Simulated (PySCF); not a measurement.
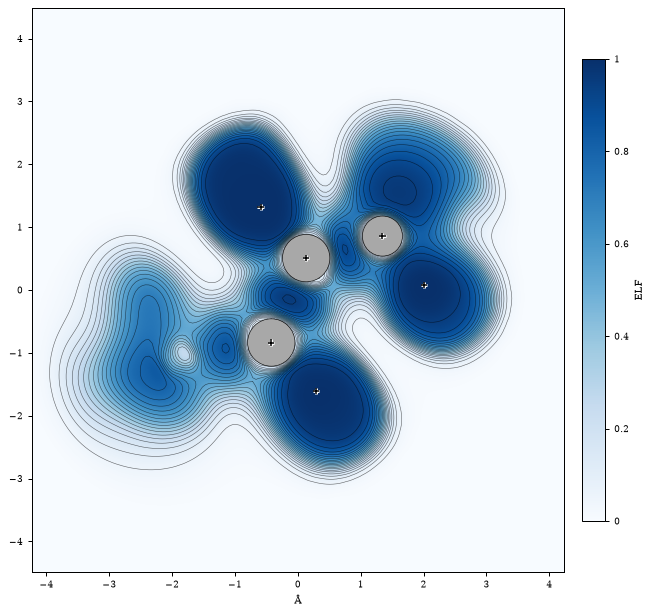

The ELF on a plane through atoms (crosses mark nuclei in the plane; grey discs cover the cores).

Computed with PySCF, PBE0/def2-SVPD, SCF density, gas phase.

Candidates:
A. C3H7NSi
B. C3H8OSi

### Which system is this?

Candidate A: C3H7NSi on the plane of atoms N1, C2 and H7, which holds N, C and H. C–N (1.26 Å): the ELF peaks at about 0.90 between the atoms (a short, multiple covalent bond). C–C (1.45 Å): the ELF peaks at about 0.95 between the atoms, as expected for localised, covalent bonding.
